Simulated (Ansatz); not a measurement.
Stretching the B1–F2 bond in BFH2Se (SMILES FB[SeH]) (multiplicity 1 held, fragments rigid). Energies count from the point at 1.325 Å.
Geometry at that point (charge 0, multiplicity 1):
```xyz
5

B     -0.5064    -0.9018     0.6998
F      0.4396    -1.6015     1.3080
H     -1.6489    -1.1818     0.8691
Se     0.0458     0.5641    -0.4509
H     -1.3329     0.9268    -0.8094
```

Restricted levels (R-, RO-) in cc, def2 and unpolarised 6-31G sets keep to the state of the molecule at rest. Unrestricted levels (U-) break spin symmetry where that is lower. Levels need not reach the same state.

Correlated levels freeze the cores. Filled d and f shells under p-block atoms count as core.

The values were computed with Ansatz (a program for electronic structure) with Gaussian orbitals. Values without a source in brackets are computed.

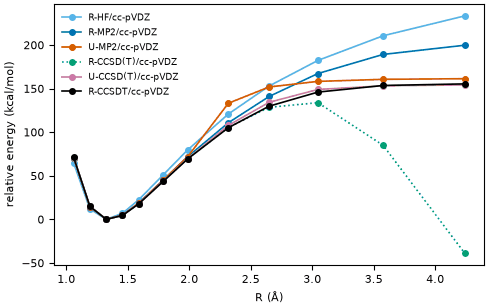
Figure. Relative energy along the coordinate

Doubts at one or more of the structures used: a restricted determinant that unrestricted orbitals would lower (R-HF/cc-pVDZ, R-MP2/cc-pVDZ, R-CCSD(T)/cc-pVDZ, R-CCSDT/cc-pVDZ); a spin-contaminated determinant (U-MP2/cc-pVDZ, U-CCSD(T)/cc-pVDZ); T1 above 0.05 (R-CCSD(T)/cc-pVDZ, U-CCSD(T)/cc-pVDZ, R-CCSDT/cc-pVDZ); other coupled-cluster roots lie near (R-CCSD(T)/cc-pVDZ, R-CCSDT/cc-pVDZ).
